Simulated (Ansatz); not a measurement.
**A small benchmark: atomisation enthalpy at 298 K**

6 molecules holding an element past argon; the atomisation enthalpy at 298 K in kJ/mol, computed less measured. Shapes, held fixed at every level: PBE0-D4/def2-TZVP. Thermal terms are harmonic and unscaled (PBE0-D4/def2-TZVP); the spin-orbit lowering of the free atoms is taken from their spectra. Programs: Ansatz 0.2.0. Measured values: Active Thermochemical Tables, CRC Handbook of Chemistry and Physics.

Levels: A = wB97M-V/def2-TZVPP; B = wB97X-V/def2-TZVPP; C = CCSD(T)/def2-SVP.

```csv
molecule,from tabulated heats,A,B,C
HI (hydrogen iodide),298,-13,-10,-31
CH2I2 (diiodomethane),1247,-19,-11,-111
CH3Br (bromomethane),1519,-6,-5,-86
C2H3BrO (acetyl bromide),2639,-3,-7,-140
SeF6 (selenium hexafluoride),1820,+33,+50,-260
C4H9I (tert-butyl iodide),5008,-10,-14,-217
```

Question: Sum up the errors.

Answer: 
| level | kind | mean error | mean absolute error | worst case |
| --- | --- | --- | --- | --- |
| wB97M-V/def2-TZVPP | range-separated hybrid | -3.0 | 14.0 | SeF6 |
| wB97X-V/def2-TZVPP | range-separated hybrid | +0.5 | 16.2 | SeF6 |
| CCSD(T)/def2-SVP | coupled cluster or CI | -140.8 | 140.8 | SeF6 |

On this set wB97M-V/def2-TZVPP has the smallest mean absolute error and CCSD(T)/def2-SVP the largest. wB97M-V/def2-TZVPP is too low in 5 of 6; wB97X-V/def2-TZVPP is too low in 5 of 6; CCSD(T)/def2-SVP is too low in 6 of 6. The heats of C2H3BrO, SeF6, C4H9I come from older tables and can be uncertain by 10 kJ/mol or more. The molecules' own spin-orbit binding is left out, so errors for heavy halides read too negative. The tabulated value of CH2I2 is in doubt (older tables, estimates, or at odds with other calculations) and kept here. Over the 5 molecules whose values aren't doubted the mean absolute errors are A 13.0; B 17.2; C 146.8. The smallest two are near a tie. Correlated wave functions converge slowly with the basis. For atoms past krypton def2 sets carry core potentials with scalar relativity. Relativity is left out for Br, Se. Outer-core shells of Br, I, Se are correlated, in sets that cover them unevenly. The set is small.

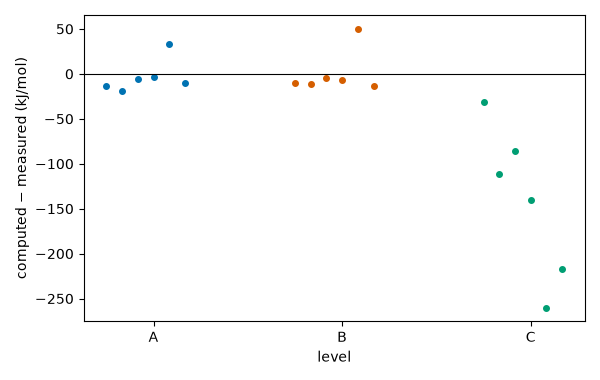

Errors of each level, one point a molecule.
